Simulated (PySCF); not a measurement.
SMILES C[Si](C)(C)[SiH2]c1cccs1 at its GFN2-xTB optimised geometry (Å):

```
24

C     -3.1815    -0.8783    -1.9578
Si    -1.4912    -1.7567    -2.1279
C     -1.8037    -3.5276    -2.7765
C     -0.4694    -0.8099    -3.4400
Si    -0.3711    -1.7982    -0.0794
C      0.8271    -0.3539     0.0000
C      2.1901    -0.3539     0.0000
C      2.7655     0.9351     0.0000
C      1.8292     1.9173    -0.0063
S      0.2335     1.2783    -0.0106
H     -3.7086    -0.8316    -2.9069
H     -3.8253    -1.3957    -1.2521
H     -3.0584     0.1404    -1.6011
H     -2.3304    -3.5185    -3.7266
H     -0.8723    -4.0661    -2.9245
H     -2.4038    -4.1012    -2.0762
H     -0.9731    -0.7771    -4.4023
H     -0.2935     0.2160    -3.1283
H      0.5013    -1.2730    -3.5939
H      0.4688    -2.9799     0.1700
H     -1.2517    -1.6665     1.0923
H      2.7670    -1.2619     0.0043
H      3.8253     1.1208     0.0052
H      1.9717     2.9799    -0.0053
```

Method: CAM-B3LYP/def2-SVP (PySCF). Cells within 0.4 Å of a nucleus heavier than hydrogen are left out (blank, or x).

Map of the deformation density (molecule minus spherical neutral atoms) (e/bohr³) on the plane z = 0.0 Å:

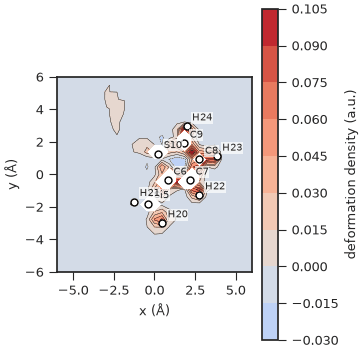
Deformation density (molecule minus spherical neutral atoms) (e/bohr³) on the plane z = 0.0 Å.
